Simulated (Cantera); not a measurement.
Feed: 1 mol SiC, 0.031 mol N₂O, 43 mol H₂, held at 1.10 Pa.

These are equilibrium values from Cantera (NASA tables, ideal gas, pure condensed phases), not measurements of a reactor. Candidate condensed phases: C, C₆H₆, C₇H₈, C₈H₁₈, H₂O, Si, SiC, SiO₂, Si₂N₂O, Si₃N₄; 151 gas species. Mutual solubility and eutectic melting of coexisting phases are not modelled. The numbers say what is thermodynamically allowed, not how fast it happens.

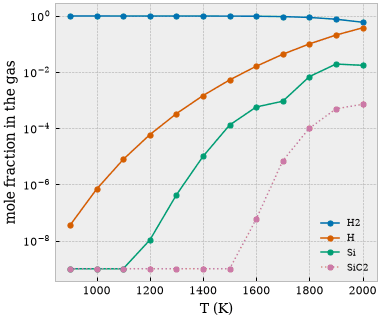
Equilibrium gas composition (values under 1e-9 drawn at 1e-9)

From 900 K to 1000 K the condensed part is C(graphite) + SiC(s) + Si₂N₂O(s). From 1100 K to 1200 K the condensed part is SiC(s) + Si₂N₂O(s). From 1300 K to 1700 K the condensed part is SiC(s). At 1800 K the condensed part is C(graphite) + SiC(s). From 1900 K to 2000 K the condensed part is C(graphite).
